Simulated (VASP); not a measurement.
# Cl on Ru(0001): binding against coverage

Aim: adsorption energy and work function of Cl on Ru(0001) from low coverage to a full layer.

Method: PBE; plane waves and PAW (Ru), in the first sound run; inputs show where later runs differ, in VASP 6.6.1.

## (1) Set-up

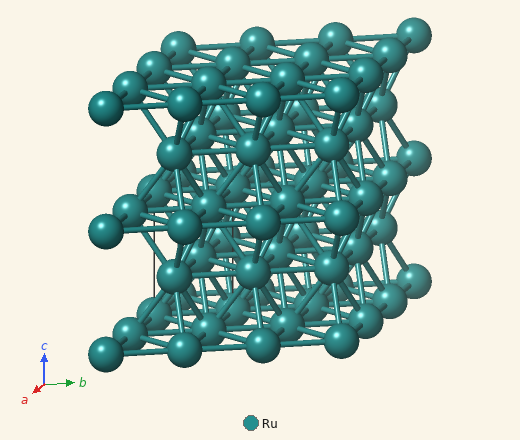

The starting structure, seen slightly off an axis (ruthenium teal). 3×3×2 cells are drawn. Some periodic images of atoms are drawn too.

As a file:

```xyz
2
Lattice="2.7000 0.0000 0.0000 -1.3500 2.3383 0.0000 0.0000 0.0000 4.2768" Properties=species:S:1:pos:R:3 pbc="T T T"
Ru    0.0000    0.0000    0.0000
Ru    0.0000    1.5588    2.1384
```

## (2) The bulk reference, job relaxation, k-mesh 16×16×9

The bulk crystal is relaxed first, so that the slabs are cut at this functional's lattice.

The input, INCAR:

```
SYSTEM = Ru
PREC = Accurate
ENCUT = 420
EDIFF = 1E-06
NELM = 120
ISMEAR = 1
SIGMA = 0.15
LREAL = .FALSE.
ALGO = Normal
GGA = PE
NBANDS = 14
LASPH = .TRUE.
LORBIT = 11
LWAVE = .FALSE.
LCHARG = .FALSE.
KPAR = 8
IBRION = 2
NSW = 30
ISIF = 3
EDIFFG = -0.01
POTIM = 0.4
```

The input, POSCAR:

```
Ru
1.0
    2.7000000000      0.0000000000      0.0000000000
   -1.3500000000      2.3382685902      0.0000000000
    0.0000000000      0.0000000000      4.2768000000
Ru
2
Direct
    0.0000000000      0.0000000000      0.0000000000
    0.3333333333      0.6666666667      0.5000000000
```

The input, KPOINTS:

```
Automatic mesh
0
Gamma
16 16 9
0 0 0
```

PAW data sets: Ru (PBE family, release 64).

The run is started by

```console
$ mpirun -np 8 vasp_std
```

Output:

```text
[banner, memory and clock lines left out]
running    8 mpi-ranks, on    1 nodes
 distrk:  each k-point on    1 cores,    8 groups
 distr:  one band on    1 cores,    1 groups

 POSCAR found type information on POSCAR Ru
 POSCAR found :  1 types and       2 ions
|                                                                             |
|           W    W    AA    RRRRR   N    N  II  N    N   GGGG   !!!           |
|           W    W   A  A   R    R  NN   N  II  NN   N  G    G  !!!           |
|           W    W  A    A  R    R  N N  N  II  N N  N  G       !!!           |
|           W WW W  AAAAAA  RRRRR   N  N N  II  N  N N  G  GGG   !            |
|           WW  WW  A    A  R   R   N   NN  II  N   NN  G    G                |
|           W    W  A    A  R    R  N    N  II  N    N   GGGG   !!!           |
|                                                                             |
|     For optimal performance we recommend to set                             |
|       NCORE = 2 up to number-of-cores-per-socket                            |
|     NCORE specifies how many cores store one orbital (NPAR=cpu/NCORE).      |
|     This setting can greatly improve the performance of VASP for DFT.       |
|     The default, NCORE=1 might be grossly inefficient on modern             |
|     multi-core architectures or massively parallel machines. Do your        |
|     Unfortunately you need to use the default for GW and RPA                |
|     calculations (for HF NCORE is supported but not extensively tested      |
|     yet).                                                                   |
|                                                                             |

 LDA part: xc-table for (Slater+PW92), standard interpolation
 POSCAR, INCAR and KPOINTS ok, starting setup
 FFT: planning ... GRIDC
 FFT: planning ... GRID_SOFT
 FFT: planning ... GRID
 WAVECAR not read
 entering main loop
       N       E                     dE             d eps       ncg     rms          rms(c)
DAV:   1     0.581419040088E+02    0.58142E+02   -0.65690E+03  4672   0.884E+02
DAV:   2    -0.187358411125E+02   -0.76878E+02   -0.68759E+02  4362   0.200E+02
DAV:   3    -0.198533723978E+02   -0.11175E+01   -0.11126E+01  5352   0.283E+01
DAV:   4    -0.198614978845E+02   -0.81255E-02   -0.81249E-02  4896   0.231E+00
DAV:   5    -0.198616672563E+02   -0.16937E-03   -0.16937E-03  5400   0.324E-01    0.174E+01
DAV:   6    -0.186984691610E+02    0.11632E+01   -0.17431E+00  4812   0.131E+01    0.548E+00
DAV:   7    -0.185216718467E+02    0.17680E+00   -0.34710E-01  5358   0.563E+00    0.637E-01
DAV:   8    -0.185112118717E+02    0.10460E-01   -0.53093E-03  4422   0.620E-01    0.428E-01
DAV:   9    -0.185048439266E+02    0.63679E-02   -0.22582E-03  4758   0.381E-01    0.426E-02
DAV:  10    -0.185048572659E+02   -0.13339E-04   -0.62126E-05  5418   0.742E-02    0.848E-03
DAV:  11    -0.185048494548E+02    0.78110E-05   -0.23004E-06  4330   0.154E-02    0.110E-03
DAV:  12    -0.185048481121E+02    0.13428E-05   -0.22659E-07  2490   0.437E-03    0.576E-04
DAV:  13    -0.185048477084E+02    0.40366E-06   -0.16197E-08  2274   0.105E-03
   1 F= -.18504848E+02 E0= -.18505432E+02  d E =-.185048E+02
 curvature:   0.00 expect dE= 0.000E+00 dE for cont linesearch  0.000E+00
 trial: gam= 0.00000 g(F)=  0.784E-49 g(S)=  0.262E-01 ort = 0.000E+00 (trialstep = 0.100E+01)
 search vector abs. value=  0.262E-01
 bond charge predicted
       N       E                     dE             d eps       ncg     rms          rms(c)
DAV:   1    -0.186075848695E+02   -0.10274E+00   -0.28551E+00  4308   0.165E+01    0.287E+00
DAV:   2    -0.185028064326E+02    0.10478E+00   -0.17359E-01  4344   0.422E+00    0.796E-01
DAV:   3    -0.184939250286E+02    0.88814E-02   -0.17829E-02  5250   0.126E+00    0.169E-01
DAV:   4    -0.184936513817E+02    0.27365E-03   -0.12004E-03  4584   0.284E-01    0.528E-02
DAV:   5    -0.184936709325E+02   -0.19551E-04   -0.23927E-05  5678   0.361E-02    0.320E-02
DAV:   6    -0.184936864141E+02   -0.15482E-04   -0.94969E-06  4788   0.253E-02    0.870E-03
DAV:   7    -0.184936870840E+02   -0.66986E-06   -0.84851E-07  2664   0.859E-03
   2 F= -.18493687E+02 E0= -.18494375E+02  d E =0.111606E-01
[...]
3 F= -.18509269E+02 E0= -.18509898E+02  d E =-.442108E-02
[...]
4 F= -.18509511E+02 E0= -.18510155E+02  d E =-.242505E-03
 trial-energy change:   -0.000243  1 .order   -0.000235   -0.000906    0.000437
 step:   0.5929(harm=  0.5862)  dis= 0.00000  next Energy=   -18.509580 (dE=-0.312E-03)
 bond charge predicted
       N       E                     dE             d eps       ncg     rms          rms(c)
DAV:   1    -0.185096871120E+02   -0.17531E-03   -0.66580E-03  4446   0.600E-01    0.596E-02
DAV:   2    -0.185096035498E+02    0.83562E-04   -0.70680E-05  4992   0.809E-02    0.249E-02
DAV:   3    -0.185095808612E+02    0.22689E-04   -0.25952E-05  4782   0.418E-02    0.386E-03
DAV:   4    -0.185095802645E+02    0.59670E-06   -0.10618E-06  2664   0.103E-02
   5 F= -.18509580E+02 E0= -.18510222E+02  d E =-.311473E-03
 curvature:  -0.30 expect dE=-0.768E-07 dE for cont linesearch -0.761E-07
 trial: gam= 0.00000 g(F)=  0.167E-49 g(S)=  0.252E-06 ort =-0.165E-04 (trialstep = 0.814E+00)
 search vector abs. value=  0.252E-06
 reached required accuracy - stopping structural energy minimisation
```

Wall time 12 s (8 MPI ranks of Intel Xeon Platinum 8488C (Sapphire Rapids), shared host); peak memory 1.3 GiB; 95 s of CPU time.

The logs omit lines about the potential files and the build; timing stands in the text.

From OUTCAR (step 2):

```text
ion  position               nearest neighbor table
   1  0.000  0.000  0.000-   2 2.65   2 2.65   2 2.65   2 2.65   2 2.65   2 2.65
   2  0.333  0.667  0.500-   1 2.65   1 2.65   1 2.65   1 2.65   1 2.65   1 2.65

  LATTYP: Found a hexagonal cell.
 ALAT       =     2.7000000000
 C/A-ratio  =     1.5840000000

 Subroutine GETGRP returns: Found 24 space group operations
 (whereof 12 operations were pure point group operations)

The static configuration has the point symmetry D_3h.
 The point group associated with its full space group is D_6h.

 Found    150 irreducible k-points:

   k-points           NKPTS =    150   k-points in BZ     NKDIM =    150   number of bands    NBANDS=     14

   dimension x,y,z NGX =    18 NGY =   18 NGZ =   30
   dimension x,y,z NGXF=    36 NGYF=   36 NGZF=   60

   ENCUT  =  420.0 eV  30.87 Ry    5.56 a.u.   4.51  4.51  7.15*2*pi/ulx,y,z

   NELECT =      16.0000    total number of electrons

 k-points in reciprocal lattice and weights: Automatic mesh
   0.00000000  0.00000000  0.00000000       0.000
   0.06250000 -0.00000000  0.00000000       0.003
   0.12500000 -0.00000000  0.00000000       0.003
   0.18750000 -0.00000000  0.00000000       0.003
   0.25000000 -0.00000000  0.00000000       0.003
   0.31250000  0.00000000  0.00000000       0.003
   0.37500000 -0.00000000  0.00000000       0.003
   0.43750000  0.00000000  0.00000000       0.003
   0.50000000 -0.00000000  0.00000000       0.001
[...]
0.37500000  0.25000000  0.44444444       0.005
   0.31250000  0.31250000  0.44444444       0.005

 average (electrostatic) potential at core
       1 -56.1630       2 -56.1630

 E-fermi :  12.4505

 k-point     1 :       0.0000    0.0000    0.0000
  band No.  band energies     occupation
    ...
      5      10.0920      2.00000
      6      10.5462      2.00000
      7      10.5462      2.00000
      8      11.0161      2.00000
      9      11.0161      2.00000
     10      13.5990     -0.00000
     11      13.5990     -0.00000
     12      13.7919     -0.00000
     13      22.7579      0.00000
     14      27.3865      0.00000

 k-point     2 :       0.0625   -0.0000    0.0000
  band No.  band energies     occupation
    ...
      6      10.4863      2.00000
      7      10.6524      2.00000
      8      10.8776      2.00000
      9      10.9277      2.00000
     10      12.4698      0.78425
     11      13.6550     -0.00000
     12      15.1147     -0.00000
     13      22.7363      0.00000
     14      27.6324      0.00000

 k-point     3 :       0.1250   -0.0000    0.0000
  band No.  band energies     occupation
    ...
      6      10.3595      2.00000
      7      10.6980      2.00000
      8      10.7067      2.00000
      9      10.9631      2.00000
     10      11.6418      2.00000
     11      13.7925     -0.00000
     12      16.6346      0.00000
     13      22.6667      0.00000
     14      28.2042      0.00000

  Total       -0.0008902     -0.0008902      0.0033864      0.0000000      0.0000000      0.0000000
  in kB       -0.0522094     -0.0522094      0.1986006      0.0000000      0.0000000      0.0000000
  external PRESSURE =       0.0313939 kB  Pullay stress =       0.0000000 kB

  energy-cutoff  :      420.00
  volume of cell :       27.32
      direct lattice vectors                 reciprocal lattice vectors
     2.716585793 -0.000000000 -0.000000000     0.368109118  0.212527898 -0.000000000
    -1.358292896  2.352632308  0.000000000     0.000000000  0.425055797  0.000000000
     0.000000000 -0.000000000  4.274508768    -0.000000000 -0.000000000  0.233945011

 POSITION                                       TOTAL-FORCE (eV/Angst)
 -----------------------------------------------------------------------------------
      0.00000     -0.00000      4.27451        -0.000000      0.000000     -0.000000
     -0.00000      1.56842      2.13725         0.000000     -0.000000      0.000000
 -----------------------------------------------------------------------------------
    total drift:                                0.000000     -0.000000     -0.000000

  FREE ENERGIE OF THE ION-ELECTRON SYSTEM (eV)
  ---------------------------------------------------
  free  energy   TOTEN  =       -18.5095802645 eV

  energy  without entropy=      -18.5115040726  energy(sigma->0) =      -18.51022153

 reached required accuracy - stopping structural energy minimisation

 total charge
# of ion       s       p       d       tot
------------------------------------------
    1        0.633   0.809   6.585   8.027
    2        0.633   0.809   6.585   8.027
--------------------------------------------------
tot          1.266   1.618  13.170  16.055

[... 3 further parts left out ...]
```

CONTCAR:

```
Ru
   1.00000000000000
     2.7165857927043775   -0.0000000000000000   -0.0000000000000000
    -1.3582928963521887    2.3526323080235620    0.0000000000000000
     0.0000000000000000   -0.0000000000000000    4.2745087680782943
  Ru
     2
Direct
     0.0000000000000000    0.0000000000000000    1.0000000000000000
     0.3333333332999970    0.6666666667000030    0.5000000000000000
```

The run keeps the 24 symmetry operations of its start, so it cannot find a distortion of lower symmetry.

Relaxation path:

```csv
step,energy less that of the first step (eV),largest force (eV/Å),pressure (GPa),volume (Å³)
1,0.0000,0.0000,3.73,27.00
2,0.0112,0.0000,-7.25,27.99
3,-0.0044,0.0000,-0.28,27.34
4,-0.0047,0.0000,0.14,27.31
5,-0.0047,0.0000,0.00,27.32
```

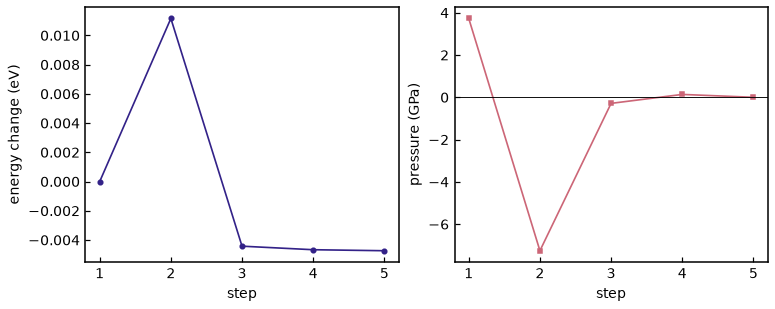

Energy and pressure along the relaxation.

```csv
"conventional cell, symmetrised",before,after,change
a (Å),2.700,2.717,+0.6 %
b (Å),2.700,2.717,+0.6 %
c (Å),4.277,4.275,-0.1 %
volume (Å³/atom),13.50,13.66,+1.2 %
```

The relaxed structure:

```xyz
2
Lattice="2.7166 0.0000 0.0000 -1.3583 2.3526 0.0000 0.0000 0.0000 4.2745" Properties=species:S:1:pos:R:3 pbc="T T T"
Ru    0.0000    0.0000    0.0000
Ru    0.0000    1.5684    2.1373
```

This step gave:

| Property | Result |
| --- | --- |
| electronic cycles | 36 |
| electrons | 16 |
| free energy (TOTEN) | -18.51 eV |
| energy at zero smearing | -18.51 eV |
| Fermi energy | 12.45 eV |
| metallic | yes |

The run ended after 5 ionic steps, 0.005 eV below its first step, once forces and stress met EDIFFG = -0.01.

Energy at zero smearing: -18.51022 eV.

## (3) The bulk reference, job self-consistent run, k-mesh 20×20×11

The input, INCAR:

```
SYSTEM = Ru
PREC = Normal
ENCUT = 320
EDIFF = 1E-06
NELM = 120
ISMEAR = 1
SIGMA = 0.15
LREAL = .FALSE.
ALGO = Fast
GGA = PE
NBANDS = 14
LASPH = .TRUE.
LORBIT = 11
LWAVE = .FALSE.
LCHARG = .FALSE.
KPAR = 8
```

The input, POSCAR:

```
Ru
1.0
    2.7165857927      0.0000000000      0.0000000000
   -1.3582928964      2.3526323080      0.0000000000
    0.0000000000      0.0000000000      4.2745087681
Ru
2
Direct
    0.0000000000      0.0000000000      0.0000000000
    0.3333333333      0.6666666667      0.5000000000
```

The input, KPOINTS:

```
Automatic mesh
0
Gamma
20 20 11
0 0 0
```

The run is started by

```console
$ mpirun -np 8 vasp_std
```

Output:

```text
[banner, memory and clock lines left out]
running    8 mpi-ranks, on    1 nodes
[...]
[... a notice as in an earlier step ...]

 LDA part: xc-table for (Slater+PW92), standard interpolation
 POSCAR, INCAR and KPOINTS ok, starting setup
[...]
entering main loop
       N       E                     dE             d eps       ncg     rms          rms(c)
DAV:   1     0.425896549958E+02    0.42590E+02   -0.55700E+03  8598   0.699E+02
DAV:   2    -0.190705891464E+02   -0.61660E+02   -0.54921E+02  7800   0.172E+02
DAV:   3    -0.198601044402E+02   -0.78952E+00   -0.78670E+00  9522   0.229E+01
DAV:   4    -0.198660446779E+02   -0.59402E-02   -0.59399E-02  8586   0.191E+00
[...]
RMM:  12    -0.185061392912E+02    0.30712E-05   -0.19522E-05  8388   0.345E-02    0.115E-03
RMM:  13    -0.185061406933E+02   -0.14021E-05   -0.48184E-06  6216   0.138E-02    0.187E-03
RMM:  14    -0.185061407383E+02   -0.44968E-07   -0.48093E-07  4557   0.500E-03
   1 F= -.18506141E+02 E0= -.18506260E+02  d E =0.357430E-03
```

It took 3.6 s on 8 MPI ranks; peak memory 1.1 GiB; 24 s of CPU time.

From OUTCAR (step 3):

```text
  Total       -0.1220227     -0.1220227     -0.0463463      0.0000000     -0.0000000      0.0000000
  in kB       -7.1562809     -7.1562809     -2.7180798      0.0000000     -0.0000000      0.0000000
  external PRESSURE =      -5.6768805 kB  Pullay stress =       0.0000000 kB

 POSITION                                       TOTAL-FORCE (eV/Angst)
 -----------------------------------------------------------------------------------
      0.00000      0.00000      0.00000         0.000000     -0.000000      0.000000
     -0.00000      1.56842      2.13725         0.000000      0.000000      0.000000
 -----------------------------------------------------------------------------------
    total drift:                                0.000000     -0.000000     -0.000000

  FREE ENERGIE OF THE ION-ELECTRON SYSTEM (eV)
  ---------------------------------------------------
  free  energy   TOTEN  =       -18.5061407383 eV

  energy  without entropy=      -18.5064981679  energy(sigma->0) =      -18.50625988

[... 3 further parts left out ...]
[key lines of the parts left out:]
E-fermi :  12.4659
```

Numbers from this step:

```yaml
electronic_cycles: 14
fermi_energy: 12.47 eV
```

Energy at zero smearing: -18.50626 eV.

The run ends at a pressure of -0.57 GPa.

(Continued in part 2 of 11.)

[Lines on the potential files, build, host, timing and source positions are cut from VASP's logs without a mark.]

[Logs are printed without paths, hosts, clocks, repeated set-up lines and the standing remarks that a program may print on its own settings, such as how far it seeks lower states.]

[Hosts, paths, dates, database ids (printed as entryN), source tags and the programs' standing remarks are cut or masked in the printed files.]

[Runs that stopped without an error message from VASP are left out.]
